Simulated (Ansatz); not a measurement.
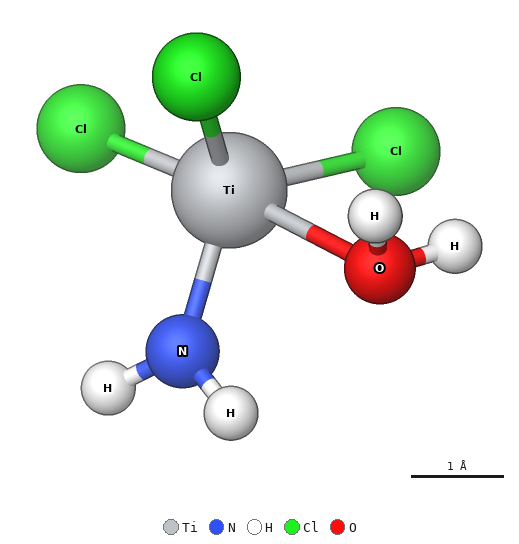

**Figure 1.** The structure as given in the input (ball-and-stick view, seen at a tilt). Sticks mark near contacts. Bond lengths as drawn: Cl–Ti 2.18 to 2.25 Å, H–N 1.02 Å, H–O 0.97 Å, N–Ti 1.83 Å and O–Ti 2.30 Å.

## TiNH4Cl3O: nudged elastic band

- system: TiNH4Cl3O
- method: RKS PBE0/def2-SVP (Ansatz 0.2.0)

It belongs to a series of runs on one base structure; here: band between the two ends.

**Input**
```yaml
crystal:
  periodic: [false, false, false]
  atoms:
    - { symbol: Ti, position_ang: [-0.058701, -0.108765, 0.321097] }
    - { symbol: "N", position_ang: [-0.063325, 0.323484, 2.096525] }
    - { symbol: H, position_ang: [-0.469122, 1.168706, 2.488181] }
    - { symbol: H, position_ang: [0.353998, -0.288246, 2.793649] }
    - { symbol: Cl, position_ang: [1.922617, 0.06487, -0.720672] }
    - { symbol: Cl, position_ang: [-1.098633, 1.672789, -0.393333] }
    - { symbol: Cl, position_ang: [-1.470055, -1.74301, -0.294285] }
    - { symbol: O, position_ang: [1.02213, -1.928407, 1.220279] }
    - { symbol: H, position_ang: [1.856574, -1.953746, 0.727534] }
    - { symbol: H, position_ang: [0.493517, -2.675874, 0.901425] }
basis:
  gaussian: { orbitals: def2-SVP }
hamiltonian:
  xc: pbe0
neb:
  order_check: false
  images: 5
  f_tol: 0.03
  max_iterations: 60
  final_atoms:
    - { symbol: Ti, position_ang: [0.04115588, -0.62120041, 0.07775724] }
    - { symbol: "N", position_ang: [0.62728596, 0.12334665, 2.13337358] }
    - { symbol: H, position_ang: [-0.10704484, -0.0987983, 2.80656887] }
    - { symbol: H, position_ang: [0.77889583, 1.13202763, 2.14826842] }
    - { symbol: Cl, position_ang: [2.03178077, 0.20668579, -0.47391309] }
    - { symbol: Cl, position_ang: [-1.69724079, 0.72730035, 0.41013233] }
    - { symbol: Cl, position_ang: [-0.53377051, -1.47888671, -1.88223276] }
    - { symbol: O, position_ang: [0.04091363, -2.15314724, 0.97290521] }
    - { symbol: H, position_ang: [-0.18236549, -2.97283906, 0.51328949] }
    - { symbol: H, position_ang: [1.48938956, -0.33268769, 2.43425072] }
  initial_path:
    images:
      - { positions_ang: [[-0.058701, -0.108765, 0.321097], [-0.063325, 0.323484, 2.096525], [-0.469122, 1.168706, 2.488181], [0.353998, -0.288246, 2.793649], [1.922617, 0.06487, -0.720672], [-1.098633, 1.672789, -0.393333], [-1.470055, -1.74301, -0.294285], [1.02213, -1.928407, 1.220279], [1.856574, -1.953746, 0.727534], [0.493517, -2.675874, 0.901425]] }
      - { positions_ang: [[-0.05004055, -0.08245101, 0.21145598], [-0.02086615, 0.2334375, 2.19728122], [-0.57701868, 0.71506365, 2.64961371], [0.55715814, -0.08033402, 2.8236398], [2.00462301, 0.01804886, -0.77547141], [-1.12123125, 1.74348667, -0.53512724], [-1.37774893, -1.82216704, -0.42421107], [1.06174528, -1.87682729, 1.04892794], [1.42635192, -2.17028472, 0.70949042], [0.58602723, -2.1461716, 1.23480066]] }
      - { positions_ang: [[-0.0413801, -0.05613702, 0.10181495], [0.0215927, 0.14339099, 2.29803743], [-0.68491537, 0.2614213, 2.81104642], [0.76031828, 0.12757795, 2.8536306], [2.08662901, -0.02877228, -0.83027083], [-1.14382951, 1.81418435, -0.67692147], [-1.28544286, -1.90132408, -0.55413714], [1.10136055, -1.82524757, 0.87757687], [0.99612984, -2.38682343, 0.69144685], [0.67853745, -1.6164692, 1.56817632]] }
      - { positions_ang: [[-0.03271965, -0.02982304, -0.00782607], [0.06405155, 0.05334449, 2.39879365], [-0.79281205, -0.19222104, 2.97247913], [0.96347841, 0.33548993, 2.88362141], [2.16863502, -0.07559342, -0.88507024], [-1.16642776, 1.88488202, -0.81871571], [-1.19313679, -1.98048111, -0.68406321], [1.14097583, -1.77366786, 0.70622581], [0.56590777, -2.60336215, 0.67340327], [0.77104768, -1.08676681, 1.90155197]] }
      - { positions_ang: [[-0.00809447, -0.22694883, 0.0207017], [0.25179635, 0.07667854, 2.31032029], [-0.56422298, -0.16108013, 2.91717571], [0.90195089, 0.6010025, 2.63850375], [2.12301694, 0.01849965, -0.74801786], [-1.34336544, 1.49902146, -0.4090997], [-0.97334803, -1.81328298, -1.08345306], [0.77428843, -1.90016099, 0.79511894], [0.31648335, -2.72652112, 0.62003201], [1.01049497, -0.8354071, 2.07911822]] }
      - { positions_ang: [[0.0165307, -0.42407462, 0.04922947], [0.43954116, 0.1000126, 2.22184694], [-0.33563391, -0.12993922, 2.86187229], [0.84042336, 0.86651506, 2.39338608], [2.07739885, 0.11259272, -0.61096548], [-1.52030311, 1.11316091, 0.00051631], [-0.75355927, -1.64608484, -1.48284291], [0.40760103, -2.02665412, 0.88401208], [0.06705893, -2.84968009, 0.56666075], [1.24994226, -0.5840474, 2.25668447]] }
      - { positions_ang: [[0.04115588, -0.62120041, 0.07775724], [0.62728596, 0.12334665, 2.13337358], [-0.10704484, -0.0987983, 2.80656887], [0.77889583, 1.13202763, 2.14826842], [2.03178077, 0.20668579, -0.47391309], [-1.69724079, 0.72730035, 0.41013233], [-0.53377051, -1.47888671, -1.88223276], [0.04091363, -2.15314724, 0.97290521], [-0.18236549, -2.97283906, 0.51328949], [1.48938956, -0.33268769, 2.43425072]] }
```

Command:
```bash
ansatz run input.yaml --threads 4 --pin off --max-ram 5120MiB --backend cpu --events-out ev --progress --plain --runs-dir out
```

**Log**
```
Engine: ansatz 0.2.0, aarch64-unknown-linux-gnu
Functional definition: PBE0
  parameter a = 0.25
  parameter kappa = 0.804
  parameter beta = 0.06672455060314922
  exchange = (1 - a)*pbe_x(kappa = kappa, mu = beta*pi^2/3) + a*exact_x
  correlation = pbe_c(beta = beta)
1437 factors; integrals over basis functions are off by at most 3.8e-4 eV
mean field evaluation 1: about -64242.5339 eV, gradient 7.2e1 eV
mean field evaluation 2: about -64074.9711 eV, gradient 3.1e2 eV
mean field evaluation 4: about -64248.8382 eV, gradient 4.4e1 eV
mean field evaluation 8: about -64253.2047 eV, gradient 1.8e-1 eV
mean field evaluation 16: about -64253.2596 eV, gradient 1.5e-4 eV
mean field -64253.25964303 eV, -2361.2637394577 hartree, gradient 5.1e-5 eV, S^2 0.000000; 0 other end points of the search recorded, 0 dependent functions left out
the calculation of the forces begins
reference -64253.25971920 eV, -2361.2637422571 hartree; 46, 46 occupied and 87, 87 virtual orbitals, 1437 factors
1438 factors; integrals over basis functions are off by at most 1.0e-3 eV
mean field evaluation 32: about -64254.0517 eV, gradient 1.3e-3 eV
mean field -64254.05165797 eV, -2361.2928454699 hartree, gradient 4.6e-5 eV, S^2 0.000000; 0 other end points of the search recorded, 0 dependent functions left out
[... from here on the field's lines of each further geometry are left out, up to the last ...]
NEB iter   1: max|band force component| = 9.523e1 eV/Å  barrier→ = 24.6600 eV  barrier← = 25.4520 eV  Δτ_max = 0.2000 Å  (232 SCF iters)
NEB iter   2: max|band force component| = 2.113e1 eV/Å  barrier→ = 3.4862 eV  barrier← = 4.2782 eV  Δτ_max = 0.2000 Å  (204 SCF iters)
NEB iter   3: max|band force component| = 1.276e1 eV/Å  barrier→ = 1.6077 eV  barrier← = 2.3997 eV  Δτ_max = 0.2000 Å  (191 SCF iters)
NEB iter   4: max|band force component| = 2.671e0 eV/Å  barrier→ = 0.7525 eV  barrier← = 1.5445 eV  Δτ_max = 0.2000 Å  (181 SCF iters)
NEB iter   5: max|band force component| = 1.176e0 eV/Å  barrier→ = 0.6128 eV  barrier← = 1.4048 eV  Δτ_max = 0.1994 Å  (175 SCF iters)
NEB iter   6: max|band force component| = 6.942e-1 eV/Å  barrier→ = 0.4922 eV  barrier← = 1.2842 eV  Δτ_max = 0.1068 Å  (182 SCF iters)
NEB iter   7: max|band force component| = 9.536e-1 eV/Å  barrier→ = 0.4003 eV  barrier← = 1.1923 eV  Δτ_max = 0.0545 Å  (174 SCF iters)
NEB iter   8: max|band force component| = 8.548e-1 eV/Å  barrier→ = 0.3044 eV  barrier← = 1.0964 eV  Δτ_max = 0.0549 Å  (175 SCF iters)
NEB iter   9: max|band force component| = 7.068e-1 eV/Å  barrier→ = 0.2782 eV  barrier← = 1.0702 eV  Δτ_max = 0.0546 Å  (177 SCF iters)
NEB iter  10: max|band force component| = 4.606e-1 eV/Å  barrier→ = 0.2751 eV  barrier← = 1.0671 eV  CI = image 2  Δτ_max = 0.1106 Å  (176 SCF iters)
NEB iter  11: max|band force component| = 5.866e-1 eV/Å  barrier→ = 0.3160 eV  barrier← = 1.1080 eV  CI = image 2  Δτ_max = 0.0552 Å  (174 SCF iters)
NEB iter  12: max|band force component| = 5.999e-1 eV/Å  barrier→ = 0.3367 eV  barrier← = 1.1288 eV  CI = image 2  Δτ_max = 0.1101 Å  (171 SCF iters)
NEB iter  13: max|band force component| = 6.546e-1 eV/Å  barrier→ = 0.3960 eV  barrier← = 1.1880 eV  CI = image 2  Δτ_max = 0.1069 Å  (174 SCF iters)
NEB iter  14: max|band force component| = 6.217e-1 eV/Å  barrier→ = 0.4661 eV  barrier← = 1.2582 eV  CI = image 2  Δτ_max = 0.1080 Å  (175 SCF iters)
NEB iter  15: max|band force component| = 5.870e-1 eV/Å  barrier→ = 0.5147 eV  barrier← = 1.3067 eV  CI = image 2  Δτ_max = 0.1933 Å  (177 SCF iters)
NEB iter  16: max|band force component| = 4.877e-1 eV/Å  barrier→ = 0.5780 eV  barrier← = 1.3701 eV  CI = image 2  Δτ_max = 0.1982 Å  (174 SCF iters)
NEB iter  17: max|band force component| = 7.238e-1 eV/Å  barrier→ = 0.6256 eV  barrier← = 1.4176 eV  CI = image 2  Δτ_max = 0.1009 Å  (173 SCF iters)
NEB iter  18: max|band force component| = 4.395e-1 eV/Å  barrier→ = 0.6329 eV  barrier← = 1.4249 eV  CI = image 2  Δτ_max = 0.0800 Å  (174 SCF iters)
NEB iter  19: max|band force component| = 3.907e-1 eV/Å  barrier→ = 0.6376 eV  barrier← = 1.4296 eV  CI = image 2  Δτ_max = 0.0613 Å  (173 SCF iters)
NEB iter  20: max|band force component| = 1.497e-1 eV/Å  barrier→ = 0.6219 eV  barrier← = 1.4140 eV  CI = image 2  Δτ_max = 0.1006 Å  (169 SCF iters)
NEB iter  21: max|band force component| = 1.015e-1 eV/Å  barrier→ = 0.6125 eV  barrier← = 1.4045 eV  CI = image 2  Δτ_max = 0.0517 Å  (176 SCF iters)
NEB iter  22: max|band force component| = 8.789e-2 eV/Å  barrier→ = 0.6099 eV  barrier← = 1.4019 eV  CI = image 2  Δτ_max = 0.0899 Å  (177 SCF iters)
NEB iter  23: max|band force component| = 1.047e-1 eV/Å  barrier→ = 0.6104 eV  barrier← = 1.4024 eV  CI = image 2  Δτ_max = 0.0443 Å  (177 SCF iters)
NEB iter  24: max|band force component| = 4.773e-2 eV/Å  barrier→ = 0.6073 eV  barrier← = 1.3993 eV  CI = image 2  Δτ_max = 0.0335 Å  (172 SCF iters)
the calculation of the forces begins
reference -64254.02515668 eV, -2361.2918715654 hartree; 46, 46 occupied and 87, 87 virtual orbitals, 1439 factors
1438 factors; integrals over basis functions are off by at most 9.6e-4 eV
mean field -64252.65214401 eV, -2361.2414142805 hartree, gradient 2.6e-5 eV, S^2 0.000000; 1 other end points of the search recorded, 0 dependent functions left out
the calculation of the forces begins
reference -64252.65222266 eV, -2361.2414171710 hartree; 46, 46 occupied and 87, 87 virtual orbitals, 1438 factors
NEB iter  25: max|band force component| = 2.731e-2 eV/Å  barrier→ = 0.6075 eV  barrier← = 1.3995 eV  CI = image 2  Δτ_max = 0.0000 Å  (330 SCF iters)
```

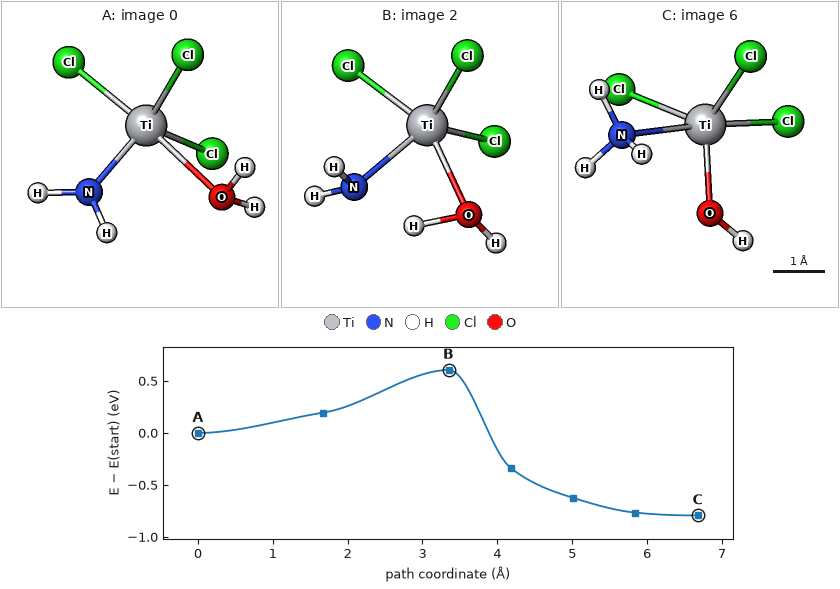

**Figure 2.** Images of the last band (counted from 0; ball-and-stick, seen at a tilt) above the energy along the path; the line is a cubic interpolation that uses the forces. The highest image is number 2, 0.607 eV above the start and 1.400 eV above the end (the climbing image); the end lies 0.792 eV below the start. The path is 6.67 Å long. The band converged in 25 iterations.

```
Total energy: -64252.65222266 eV, -2361.2414171710 hartree
Atom 0 at     0.156006    -0.278777     0.120007 Å, force    -0.016285    -0.011016     0.005439 eV/Å
Atom 1 at     0.228762    -0.058297     2.147252 Å, force    -0.003759     0.001552    -0.023308 eV/Å
Atom 2 at    -0.661106     0.219780     2.561179 Å, force     0.004011     0.012085     0.005993 eV/Å
Atom 3 at     0.921124     0.642918     2.420870 Å, force    -0.005431    -0.004580     0.009777 eV/Å
Atom 4 at     1.965546     0.447246    -0.821888 Å, force     0.002370     0.004630    -0.000338 eV/Å
Atom 5 at    -1.235662     1.425984    -0.020553 Å, force     0.002815     0.001211    -0.005267 eV/Å
Atom 6 at    -1.012758    -1.698966    -1.113910 Å, force     0.003671     0.003136    -0.001342 eV/Å
Atom 7 at     0.938888    -1.963325     1.037285 Å, force     0.006463     0.029589    -0.005627 eV/Å
Atom 8 at     0.540490    -2.826805     0.876079 Å, force    -0.010263     0.002159     0.014311 eV/Å
Atom 9 at     0.647710    -1.377958     1.934077 Å, force     0.016408    -0.038766     0.000362 eV/Å
Dipole moment:     0.052012    -0.239394     0.697624 e Å
this run last wrote the band of iteration 25 to [file]
```

**The last band as extended XYZ (Å, eV, eV/Å)**
```
10
Properties=species:S:1:pos:R:3:forces:R:3 image=0 energy=-64253.25964
Ti   -0.0587   -0.1088    0.3211    0.0169  -0.0122   0.0099
N    -0.0633    0.3235    2.0965   -0.0075   0.0014  -0.0071
H    -0.4691    1.1687    2.4882   -0.0010   0.0090   0.0044
H     0.3540   -0.2882    2.7936   -0.0024   0.0008  -0.0028
Cl    1.9226    0.0649   -0.7207   -0.0002  -0.0005  -0.0006
Cl   -1.0986    1.6728   -0.3933   -0.0041   0.0066   0.0030
Cl   -1.4701   -1.7430   -0.2943   -0.0068  -0.0027  -0.0016
O     1.0221   -1.9284    1.2203    0.0049  -0.0045  -0.0103
H     1.8566   -1.9537    0.7275    0.0025   0.0022   0.0024
H     0.4935   -2.6759    0.9014   -0.0022  -0.0001   0.0027
10
Properties=species:S:1:pos:R:3:forces:R:3 image=1 energy=-64253.06417
Ti    0.0527   -0.0805    0.2420   -0.0083   0.0127   0.0069
N    -0.0380    0.1872    2.0720   -0.0199   0.0226  -0.0057
H    -0.6912    0.8440    2.4900    0.0022   0.0549  -0.0042
H     0.7505    0.0024    2.6895   -0.0096  -0.0482   0.0174
Cl    1.9755    0.3659   -0.7221   -0.0022  -0.0117   0.0029
Cl   -1.2286    1.6097   -0.3050   -0.0001   0.0141  -0.0249
Cl   -1.1543   -1.7498   -0.6608   -0.0175  -0.0080   0.0421
O     1.1670   -1.8912    1.1236    0.0170   0.0058   0.0079
H     1.1502   -2.5783    0.4420    0.0482   0.0202  -0.0298
H     0.5053   -2.1775    1.7691   -0.0096  -0.0624  -0.0126
10
Properties=species:S:1:pos:R:3:forces:R:3 image=2 energy=-64252.65214
Ti    0.1560   -0.2788    0.1200   -0.0163  -0.0110   0.0054
N     0.2288   -0.0583    2.1473   -0.0038   0.0016  -0.0233
H    -0.6611    0.2198    2.5612    0.0040   0.0121   0.0060
H     0.9211    0.6429    2.4209   -0.0054  -0.0046   0.0098
Cl    1.9655    0.4472   -0.8219    0.0024   0.0046  -0.0003
Cl   -1.2357    1.4260   -0.0206    0.0028   0.0012  -0.0053
Cl   -1.0128   -1.6990   -1.1139    0.0037   0.0031  -0.0013
O     0.9389   -1.9633    1.0373    0.0065   0.0296  -0.0056
H     0.5405   -2.8268    0.8761   -0.0103   0.0022   0.0143
H     0.6477   -1.3780    1.9341    0.0164  -0.0388   0.0004
10
Properties=species:S:1:pos:R:3:forces:R:3 image=3 energy=-64253.59655
Ti    0.1828   -0.4880    0.0595    0.0215  -0.1476  -0.0415
N     0.2827   -0.0009    2.1820    0.0627   0.0428   0.0371
H    -0.6233    0.2443    2.5783    0.0357  -0.0021   0.0386
H     0.9640    0.7103    2.4408    0.0228   0.0451   0.0317
Cl    1.9942    0.3192   -0.8463    0.0016  -0.0694  -0.0168
Cl   -1.2094    1.2936    0.0401   -0.0013  -0.1256   0.0888
Cl   -1.0161   -1.7196   -1.3241   -0.0027  -0.0071  -0.1868
O     0.7410   -1.9970    0.9627   -0.1591  -0.0228  -0.1044
H     0.5845   -2.8794    0.6134    0.0596  -0.0484  -0.2441
H     0.5885   -0.9506    2.4341   -0.0408   0.3351   0.3975
10
Properties=species:S:1:pos:R:3:forces:R:3 image=4 energy=-64253.88305
Ti    0.1112   -0.5661    0.0594   -0.0272  -0.0249  -0.0049
N     0.4327    0.0591    2.1973    0.0351   0.0308   0.0004
H    -0.4624    0.3188    2.6119    0.0354   0.0217   0.0073
H     1.0819    0.8309    2.3424    0.0196   0.0403  -0.0265
Cl    1.9866    0.2692   -0.6964    0.0087  -0.0143   0.0510
Cl   -1.4459    1.0505    0.2077   -0.0628  -0.0764   0.0509
Cl   -0.8283   -1.6332   -1.6398    0.0704   0.0153  -0.0980
O     0.4308   -2.0974    0.9564   -0.0755  -0.0311   0.0021
H     0.3969   -2.9175    0.4482   -0.0501  -0.0107  -0.0423
H     0.7855   -0.7824    2.6534    0.0463   0.0492   0.0601
10
Properties=species:S:1:pos:R:3:forces:R:3 image=5 energy=-64254.02508
Ti    0.0531   -0.6055    0.0694   -0.0214  -0.0111   0.0071
N     0.5699    0.1140    2.1615    0.0000   0.0082   0.0002
H    -0.2898    0.2790    2.6852    0.0171  -0.0029   0.0071
H     1.1224    0.9702    2.1799    0.0004   0.0129  -0.0190
Cl    1.9931    0.2743   -0.5253    0.0116  -0.0001   0.0160
Cl   -1.6793    0.7704    0.3542   -0.0243  -0.0331   0.0119
Cl   -0.5935   -1.5344   -1.8359    0.0382   0.0156  -0.0344
O     0.1650   -2.1441    0.9616   -0.0125   0.0078  -0.0039
H     0.0543   -2.9646    0.4638   -0.0422  -0.0051   0.0095
H     1.0939   -0.6273    2.6261    0.0330   0.0078   0.0056
10
Properties=species:S:1:pos:R:3:forces:R:3 image=6 energy=-64254.05166
Ti    0.0412   -0.6212    0.0778    0.0146  -0.0070   0.0061
N     0.6273    0.1233    2.1334    0.0181   0.0073   0.0188
H    -0.1070   -0.0988    2.8066    0.0193   0.0064  -0.0162
H     0.7789    1.1320    2.1483   -0.0056  -0.0258   0.0024
Cl    2.0318    0.2067   -0.4739   -0.0045   0.0014   0.0083
Cl   -1.6972    0.7273    0.4101   -0.0084  -0.0028  -0.0130
Cl   -0.5338   -1.4789   -1.8822   -0.0107   0.0028   0.0011
O     0.0409   -2.1531    0.9729   -0.0062   0.0076  -0.0056
H    -0.1824   -2.9728    0.5133    0.0024  -0.0009   0.0008
H     1.4894   -0.3327    2.4343   -0.0190   0.0109  -0.0027
```

**Key numbers**

```tsv
quantity	value
outcome	converged
barrier, forward	0.608 eV
barrier, backward	1.399 eV
hardware	4 threads of Arm Neoverse V1, 24 GiB of memory available, shared host
wall time	7.9 min (CPU time 30 min)
peak memory	0.43 GiB
```

The order of the saddle point was not checked.
